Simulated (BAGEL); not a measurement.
**One shape, several levels: triplet C4H3N**

We compute a comparison of 3 runs (ROHF/6-31G*, UHF/6-31G*, ROHF/cc-pVDZ) of triplet C4H3N. 

The results are computed with BAGEL 1.2.2.

2 further runs of the same task are left out: 1 that didn't finish, 1 set aside as unsound or not needed.

### Step 1. The system as given

C4H3N has 8 atoms, charge 0, and is taken as a triplet. As SMILES of the parent species, `C#CCC#N`. The coordinates come from a PBE0-D4/def2-TZVP relaxation. That shape belongs to the parent species and isn't relaxed for this state.

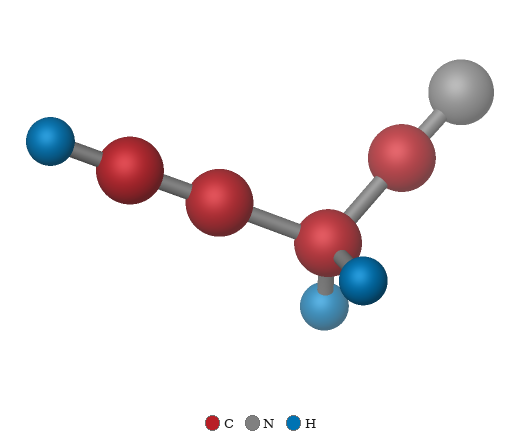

The structure, seen from a chosen angle (carbon red, nitrogen grey, hydrogen blue).

### Step 2. A single-point energy at ROHF/6-31G(d) (density fitting with qzvpp-jkfit, spherical functions) (run 1)

File calc.json:

```json
{ "bagel": [

{
  "title": "molecule",
  "basis": "6-31gs.json",
  "df_basis": "qzvpp-jkfit",
  "angstrom": true,
  "geometry": [
    { "atom": "C", "xyz": [      -0.663200,       1.869200,       0.133500 ] },
    { "atom": "C", "xyz": [      -0.230100,       0.758300,       0.240700 ] },
    { "atom": "C", "xyz": [       0.298200,      -0.589900,       0.384900 ] },
    { "atom": "C", "xyz": [       0.347100,      -1.320800,      -0.878200 ] },
    { "atom": "N", "xyz": [       0.393200,      -1.911500,      -1.861500 ] },
    { "atom": "H", "xyz": [      -1.049000,       2.856400,       0.033300 ] },
    { "atom": "H", "xyz": [      -0.314400,      -1.162400,       1.089600 ] },
    { "atom": "H", "xyz": [       1.310400,      -0.556500,       0.801900 ] }
  ]
},

{
  "title": "rohf",
  "nopen": 2
},

{
  "title": "print",
  "file": "orbitals.molden",
  "orbitals": true
}

]}
```

The basis set 6-31G* is read from a file made from the Basis Set Exchange's data (not shown).

Run with:

```console
$ BAGEL_NUM_THREADS=1 BAGEL calc.json > calc.out
```

The log of the run:

```text
* using 1 threads per process

  ===============================================================
  ===============================================================

  *** Geometry ***

  { "atom" : "C", "xyz" : [     -1.253266,      3.532276,      0.252278 ] },
  { "atom" : "C", "xyz" : [     -0.434826,      1.432979,      0.454857 ] },
  { "atom" : "C", "xyz" : [      0.563516,     -1.114749,      0.727356 ] },
[... 4 lines of this table left out ...]
  { "atom" : "H", "xyz" : [      2.476297,     -1.051633,      1.515371 ] },

  Number of auxiliary basis functions:      431

  Since a DF basis is specified, we compute 2- and 3-index integrals:
    o Being stored without compression. Storage requirement is 0.020 GB

  Number of basis functions:       76
  Number of electrons      :       34

    * METHOD: MOLECULE                             0.15

  *** Open-shell HF ***

  === Nuclear Repulsion ===
   125.3021049525

      * DIIS with orbital gradients will be used.

  === ROHF iteration (6-31gs.json) ===
      0       -206.99924818          0.04516441           0.07
      1       -207.04182154          0.04883428           0.07
      2       -207.07881015          0.04508764           0.07
[... 55 lines of this table left out ...]
     58       -207.36388784          0.00000001           0.07
    * SCF iteration converged.

    * S^2 (ROHF) is 2.0000

    * Permanent dipole moment:
           (    0.097816,    -0.927759,    -1.401147) a.u.

    * METHOD: ROHF                                 4.38

    * METHOD: PRINT                                0.01

  ===============================================================
```

It took 4.8 s on 1 thread of Arm Neoverse V2, shared host; peak memory 0.094 GiB.

### Step 3. The energy at UHF/6-31G(d) (density fitting with qzvpp-jkfit, spherical functions) (run 2)

File job.json:

```json
{ "bagel" : [

{
  "title" : "molecule",
  "basis" : "6-31gs.json",
  "df_basis" : "qzvpp-jkfit",
  "angstrom" : true,
  "geometry" : [
    { "atom" : "C", "xyz" : [   -0.663200,    1.869200,    0.133500 ] },
    { "atom" : "C", "xyz" : [   -0.230100,    0.758300,    0.240700 ] },
    { "atom" : "C", "xyz" : [    0.298200,   -0.589900,    0.384900 ] },
    { "atom" : "C", "xyz" : [    0.347100,   -1.320800,   -0.878200 ] },
    { "atom" : "N", "xyz" : [    0.393200,   -1.911500,   -1.861500 ] },
    { "atom" : "H", "xyz" : [   -1.049000,    2.856400,    0.033300 ] },
    { "atom" : "H", "xyz" : [   -0.314400,   -1.162400,    1.089600 ] },
    { "atom" : "H", "xyz" : [    1.310400,   -0.556500,    0.801900 ] }
  ]
},
{ "title" : "uhf", "nopen" : 2 },
{ "title" : "print", "file" : "orbitals.molden", "orbitals" : true }

]}
```

The basis set 6-31G* is read from a file made from the Basis Set Exchange's data (not shown).

Run with:

```console
$ BAGEL_NUM_THREADS=1 BAGEL job.json > job.out
```

The log of the run:

```text
* using 1 threads per process

  ===============================================================
  ===============================================================

  *** Geometry ***

  { "atom" : "C", "xyz" : [     -1.253266,      3.532276,      0.252278 ] },
  { "atom" : "C", "xyz" : [     -0.434826,      1.432979,      0.454857 ] },
  { "atom" : "C", "xyz" : [      0.563516,     -1.114749,      0.727356 ] },
[... 4 lines of this table left out ...]
  { "atom" : "H", "xyz" : [      2.476297,     -1.051633,      1.515371 ] },

  Number of auxiliary basis functions:      431

  Since a DF basis is specified, we compute 2- and 3-index integrals:
    o Being stored without compression. Storage requirement is 0.020 GB

  Number of basis functions:       76
  Number of electrons      :       34

    * METHOD: MOLECULE                             0.15

  *** Open-shell HF ***

  === Nuclear Repulsion ===
   125.3021049525

      * DIIS with orbital gradients will be used.

  === UHF iteration (6-31gs.json) ===
      0       -206.99924818          0.04516441           0.07
      1       -207.04922018          0.04868814           0.08
      2       -207.08819478          0.04487948           0.07
[... 88 lines of this table left out ...]
     91       -207.37158272          0.00000001           0.07
    * SCF iteration converged.

    * S^2 (UHF) is 2.0227

    * Permanent dipole moment:
           (    0.095101,    -0.920233,    -1.400651) a.u.

    * METHOD: UHF                                  6.68

    * METHOD: PRINT                                0.01

  ===============================================================
```

Run time: 7.2 s. Hardware: 1 thread of Arm Neoverse V2, shared host; peak memory 0.095 GiB.

### Step 4. The energy at ROHF/cc-pVDZ (density fitting with qzvpp-jkfit) (run 3)

File hf.json:

```json
{ "bagel": [

{
  "title": "molecule",
  "basis": "cc-pvdz.json",
  "df_basis": "qzvpp-jkfit",
  "angstrom": true,
  "geometry": [
    { "atom": "C", "xyz": [   -0.663200,    1.869200,    0.133500 ] },
    { "atom": "C", "xyz": [   -0.230100,    0.758300,    0.240700 ] },
    { "atom": "C", "xyz": [    0.298200,   -0.589900,    0.384900 ] },
    { "atom": "C", "xyz": [    0.347100,   -1.320800,   -0.878200 ] },
    { "atom": "N", "xyz": [    0.393200,   -1.911500,   -1.861500 ] },
    { "atom": "H", "xyz": [   -1.049000,    2.856400,    0.033300 ] },
    { "atom": "H", "xyz": [   -0.314400,   -1.162400,    1.089600 ] },
    { "atom": "H", "xyz": [    1.310400,   -0.556500,    0.801900 ] }
  ]
},
{ "title": "rohf", "nopen": 2 },
{ "title": "print", "file": "orbitals.molden", "orbitals": true }

]}
```

The basis set cc-pVDZ is read from a file made from the Basis Set Exchange's data (not shown).

Run with:

```console
$ BAGEL_NUM_THREADS=1 BAGEL hf.json > hf.out
```

The log of the run:

```text
* using 1 threads per process

  ===============================================================
  ===============================================================

  *** Geometry ***

  { "atom" : "C", "xyz" : [     -1.253266,      3.532276,      0.252278 ] },
  { "atom" : "C", "xyz" : [     -0.434826,      1.432979,      0.454857 ] },
  { "atom" : "C", "xyz" : [      0.563516,     -1.114749,      0.727356 ] },
[... 4 lines of this table left out ...]
  { "atom" : "H", "xyz" : [      2.476297,     -1.051633,      1.515371 ] },

  Number of auxiliary basis functions:      431

  Since a DF basis is specified, we compute 2- and 3-index integrals:
    o Being stored without compression. Storage requirement is 0.025 GB

  Number of basis functions:       85
  Number of electrons      :       34

    * METHOD: MOLECULE                             0.16

  *** Open-shell HF ***

  === Nuclear Repulsion ===
   125.3021049525

      * DIIS with orbital gradients will be used.

  === ROHF iteration (cc-pvdz.json) ===
      0       -207.06331748          0.03212931           0.09
      1       -207.17904447          0.03372585           0.08
      2       -207.23203984          0.02703296           0.08
[... 66 lines of this table left out ...]
     69       -207.38345071          0.00000001           0.08
    * SCF iteration converged.

    * S^2 (ROHF) is 2.0000

    * Permanent dipole moment:
           (    0.075114,    -0.854516,    -1.375166) a.u.

    * METHOD: ROHF                                 6.05

    * METHOD: PRINT                                0.01

  ===============================================================
```

Run time: 6.6 s. Hardware: 1 thread of Arm Neoverse V2, shared host; peak memory 0.11 GiB.

### Step 5. The series

| run | level | energy (Eh) | dipole moment (D) | ⟨S²⟩ | wall time |
| --- | --- | --- | --- | --- | --- |
| 1 | ROHF/6-31G* (density fitting with qzvpp-jkfit, spherical functions) | -207.363888 | 4.28 | 2.000 | 4.8 s |
| 2 | UHF/6-31G* (density fitting with qzvpp-jkfit, spherical functions) | -207.371583 | 4.27 | 2.023 | 7.2 s |
| 3 | ROHF/cc-pVDZ (density fitting with qzvpp-jkfit) | -207.383451 | 4.12 | 2.000 | 6.6 s |

### Step 6. Summary of results

```
            quantity          value
 run 3: total energy  -207.38345 Eh
run 3: dipole moment         4.12 D
         run 3: ⟨S²⟩          2.000
```

The dipole moment (its size) runs from 4.12 D (ROHF/cc-pVDZ) to 4.28 D (ROHF/6-31G*). All runs together took 19 s, the longest 7.2 s.
